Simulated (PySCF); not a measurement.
# r2SCAN/STO-6G run of SiHF (SMILES F[SiH])

What is the energy change on altering one bond length of SiHF at r2SCAN/STO-6G? Input form: a Python script.

The calculation is run with PySCF 2.14.0.

9 further runs of the same task are left out: 9 set aside as unsound or not needed.

## Step 1: The system as given

SiHF has 3 atoms, charge 0, and is taken as a singlet. As SMILES, `F[SiH]`. The coordinates come from a PBE0-D4/def2-TZVP relaxation.

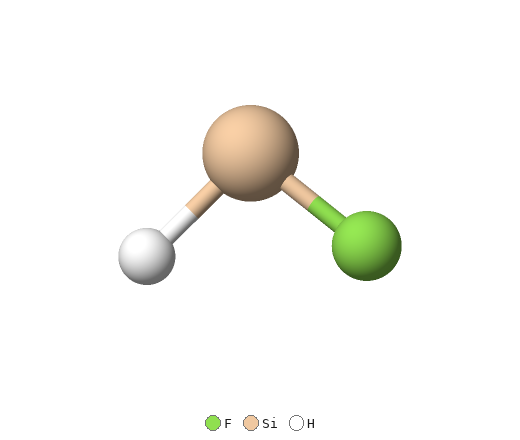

The structure, seen from a chosen angle (fluorine green, silicon light orange, hydrogen white).

## Step 2: A single-point energy at r2SCAN/STO-6G

input.py

```python
from pyscf import gto, dft

mol = gto.M(
    atom='''
F     -2.060179     0.046109    -1.138182
Si     0.353001     1.189394     0.328434
H      1.686392    -1.357957     0.784803
''',
    unit='bohr',
    basis='sto-6g',
    charge=0,
    verbose=3,
    max_memory=1860,
)

mf = dft.RKS(mol, xc='r2scan')
mf.conv_tol = 1e-10
mf.grids.level = 5
mf.kernel()
if not mf.converged:
    mf = mf.newton().run(mf.mo_coeff, mf.mo_occ)

e_final = mf.e_tot
print('E = %.10f Eh' % e_final)
```

Run with:

```sh
$ OMP_NUM_THREADS=1 python input.py
```

The log of the run:

```text
converged SCF energy = -388.261771354088
E = -388.2617713541 Eh
```

Wall time 4.2 s (1 thread of Arm Neoverse N1, shared host); peak memory 0.17 GiB.

## Step 3: The distorted shape at the same level

input.py

```python
from pyscf import gto, dft

mol = gto.Mole()
mol.atom = 'F -1.442988 0.698377 -0.723046; Si -0.165988 1.303377 0.053054; H 0.892400 -0.718600 0.415300'
mol.basis = 'sto-6g'
mol.max_memory = 1860
mol.spin = 0
mol.verbose = 4
mol.build()

myscf = dft.RKS(mol)
myscf.xc = 'r2scan'
myscf.grids.level = 5
myscf.conv_tol = 1e-10
myscf.kernel()
if not myscf.converged:
    myscf = myscf.newton().run(myscf.mo_coeff, myscf.mo_occ)

e_final = myscf.e_tot
print('E(%s) = %.9f' % ('R2SCAN', e_final))
```

Run with:

```sh
$ OMP_NUM_THREADS=1 python input.py
```

The log of the run:

```text
PySCF version 2.14.0

[INPUT] num. atoms = 3
[INPUT] num. electrons = 24
[INPUT] charge = 0
[INPUT] spin (= nelec alpha-beta = 2S) = 0
[INPUT] symmetry False subgroup None
[INPUT] Mole.unit = angstrom
[INPUT] Symbol           X                Y                Z      unit          X                Y                Z       unit  Magmom
[INPUT]  1 F     -1.442988000000   0.698377000000  -0.723046000000 AA   -2.726852121034   1.319741261695  -1.366358915462 Bohr   0.0
[INPUT]  2 Si    -0.165988000000   1.303377000000   0.053054000000 AA   -0.313671859964   2.463025567057   0.100257529813 Bohr   0.0
[INPUT]  3 H      0.892400000000  -0.718600000000   0.415300000000 AA    1.686391593562  -1.357957193112   0.784803259532 Bohr   0.0

nuclear repulsion = 46.1735474752391
number of shells = 9
number of NR pGTOs = 90
number of NR cGTOs = 15
basis = sto-6g
ecp = {}

******** <class 'pyscf.dft.rks.RKS'> ********
method = RKS
initial guess = minao
damping factor = 0
level_shift factor = 0
DIIS = <class 'pyscf.scf.diis.CDIIS'>
diis_start_cycle = 1
diis_space = 8
diis_damp = 0
SCF conv_tol = 1e-10
SCF conv_tol_grad = None
SCF max_cycles = 50
direct_scf = True
direct_scf_tol = 1e-13
XC library pyscf.dft.libxc version 7.0.0
    S. Lehtola, C. Steigemann, M. J.T. Oliveira, and M. A.L. Marques.,  SoftwareX 7, 1–5 (2018)
XC functionals = r2scan
    J. W. Furness, A. D. Kaplan, J. Ning, J. P. Perdew, and J. Sun.,  J. Phys. Chem. Lett. 11, 8208-8215 (2020)
    J. W. Furness, A. D. Kaplan, J. Ning, J. P. Perdew, and J. Sun.,  J. Phys. Chem. Lett. 11, 9248-9248 (2020)
    J. W. Furness, A. D. Kaplan, J. Ning, J. P. Perdew, and J. Sun.,  J. Phys. Chem. Lett. 11, 8208-8215 (2020)
    J. W. Furness, A. D. Kaplan, J. Ning, J. P. Perdew, and J. Sun.,  J. Phys. Chem. Lett. 11, 9248-9248 (2020)
radial grids:
    Treutler-Ahlrichs [JCP 102, 346 (1995); DOI:10.1063/1.469408] (M4) radial grids

becke partition: Becke, JCP 88, 2547 (1988); DOI:10.1063/1.454033
pruning grids: <function nwchem_prune>
grids dens level: 5
symmetrized grids: False
atomic radii adjust function: <function treutler_atomic_radii_adjust>
small_rho_cutoff = 0
Set gradient conv threshold to 1e-05
Initial guess from minao.
tot grids = 110976
init E= -388.000529602078
  HOMO = -0.203751275376009  LUMO = -0.0429974275082887  gap/eV = 4.37434
cycle= 1 E= -388.015797769839  delta_E= -0.0153  |g|= 0.499  |ddm|= 1.95
  HOMO = 0.0165876554662955  LUMO = 0.0221515881924436  gap/eV = 0.15140
cycle= 2 E= -386.526636535263  delta_E= 1.49  |g|= 1.98  |ddm|= 3.47
  HOMO = -0.0366656663759279  LUMO = 0.00322610792784842  gap/eV = 1.08551
cycle= 3 E= -388.074010905394  delta_E= -1.55  |g|= 0.362  |ddm|= 2.32
  HOMO = -0.0584325931870223  LUMO = 0.0348153105291588  gap/eV = 2.53740
cycle= 4 E= -388.157406932738  delta_E= -0.0834  |g|= 0.156  |ddm|= 1.08
  HOMO = -0.0556310199530178  LUMO = 0.0201106648906128  gap/eV = 2.06104
cycle= 5 E= -388.168615363691  delta_E= -0.0112  |g|= 0.0331  |ddm|= 0.307
  HOMO = -0.0584415860999055  LUMO = 0.0201746878845681  gap/eV = 2.13926
cycle= 6 E= -388.169162570706  delta_E= -0.000547  |g|= 0.00689  |ddm|= 0.0486
  HOMO = -0.0585340134020013  LUMO = 0.0208819879671006  gap/eV = 2.16102
cycle= 7 E= -388.1691884829  delta_E= -2.59e-05  |g|= 0.00108  |ddm|= 0.0112
  HOMO = -0.0585510239245094  LUMO = 0.0210002452154779  gap/eV = 2.16470
cycle= 8 E= -388.169189195982  delta_E= -7.13e-07  |g|= 4.56e-05  |ddm|= 0.0024
  HOMO = -0.0585545011389912  LUMO = 0.0209957237867321  gap/eV = 2.16467
cycle= 9 E= -388.169189197106  delta_E= -1.12e-09  |g|= 8.41e-06  |ddm|= 9.83e-05
  HOMO = -0.0585540275200493  LUMO = 0.0209948249015308  gap/eV = 2.16463
cycle= 10 E= -388.169189197151  delta_E= -4.47e-11  |g|= 5.64e-07  |ddm|= 1.74e-05
  HOMO = -0.0585538947142891  LUMO = 0.0209946892758075  gap/eV = 2.16463
Extra cycle  E= -388.169189197149  delta_E= 1.48e-12  |g|= 1.56e-06  |ddm|= 4.18e-06
converged SCF energy = -388.169189197149
E(R2SCAN) = -388.169189197
```

Wall time 4.5 s (1 thread of Arm Neoverse N1, shared host); peak memory 0.17 GiB.

## Step 4: Summary of results

At r2SCAN/STO-6G:

| quantity | value |
| --- | --- |
| first shape: total energy | -388.26177 Eh |
| first shape: dipole moment | 0.29 D |
| first shape: HOMO energy | -2.02 eV |
| first shape: LUMO energy | 1.15 eV |
| first shape: HOMO–LUMO gap | 3.17 eV |
| distorted shape: total energy | -388.16919 Eh |
| distorted shape: dipole moment | 2.36 D |
| distorted shape: HOMO energy | -1.59 eV |
| distorted shape: LUMO energy | 0.57 eV |
| distorted shape: HOMO–LUMO gap | 2.16 eV |
| energy change with the Si2–H3 bond stretched from 1.541 to 2.311 Å | 2.519 eV |

One bond (distorted shape) is far stretched, which a spin-restricted single reference describes badly; a broken-symmetry solution may lie lower. With the Si2–H3 bond stretched from 1.541 to 2.311 Å the energy rises by 2.52 eV (243 kJ/mol). The first shape isn't relaxed at this level, so the change isn't measured from a minimum. A restricted reference can't describe the breaking bond well at this length. The minimal basis adds a large error of its own. Mulliken charges (first shape) run from -0.22 on H3 to +0.44 on Si2; they depend strongly on the basis. Mulliken charges (distorted shape) run from -0.27 on H3 to +0.46 on Si2; they depend strongly on the basis.
